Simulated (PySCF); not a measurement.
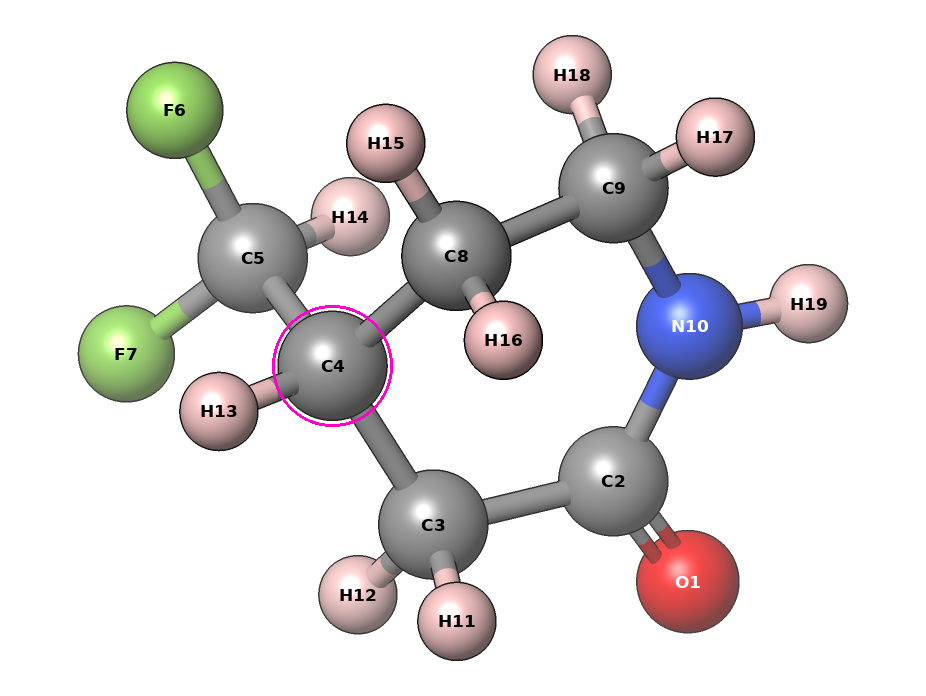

Depth is shown by fading: the farther an atom, the more it takes the colour of the background. Circles mark the stereogenic atoms. Computed geometry: PBE0-D3(BJ)/def2-SVP optimisation. No frequency run is at hand to confirm it as a minimum.

Question: What are the Cahn–Ingold–Prelog descriptors?

Answer: C4: R (priorities C5 > C3 > C8 > H13).
